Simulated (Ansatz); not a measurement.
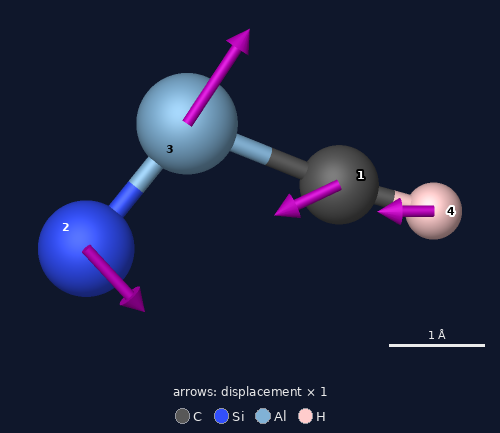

A relaxation of CHAlSi. The starting structure is drawn; purple arrows show the displacements, at their true length. The two geometries are superimposed by the best rigid fit.

Style: ball-and-stick. Shown at a tilt.

It is one of the separated reactants of a reaction.

Method: Ansatz, RKS PBE-D4/def2-SVP.

The input:
```yaml
crystal:
  periodic: [false, false, false]
  atoms:
    - {symbol: C, position_ang: [-0.259196, 0.219887, -0.631628]}
    - {symbol: Si, position_ang: [0.741677, -0.868676, 1.726153]}
    - {symbol: Al, position_ang: [0.297250, 0.598364, 1.012938]}
    - {symbol: H, position_ang: [-0.609733, 0.105771, -1.625460]}
basis:
  gaussian: {orbitals: def2-SVP}
hamiltonian: {xc: pbe, dispersion: d4}
relax: {f_tol: 0.03, max_steps: 250}
```

Command:
```bash
ansatz run in.yaml --threads 2 --pin off --events-out ev --progress --plain --max-ram 4352MiB
```

Q: What happened in the run?

A: Al3 moves most after the best rigid fit: 1.20 Å. By element the largest moves are Al 1.20 Å, Si 0.94 Å, C 0.77 Å, H 0.61 Å. Near-neighbour distances that change, for instance: Si2–Al3 1.691 → 3.191 Å, C1–Si2 2.783 → 1.701 Å, C1–Al3 1.777 → 2.014 Å, C1–H4 1.060 → 1.109 Å. New bonds form, among them: C1–Si2 (2.78 → 1.70 Å). Bonds break, among them: Si2–Al3 (1.69 → 3.19 Å). Bond angles that change, for instance: Al3–C1–H4 173.8° → 97.0°. After 15 geometry steps the energy has fallen by 7.982 eV. Largest force component: 20 eV/Å at the start, 0.03 eV/Å at the end. The run took 15 s on 2 threads of Arm Neoverse V1 (shared host).
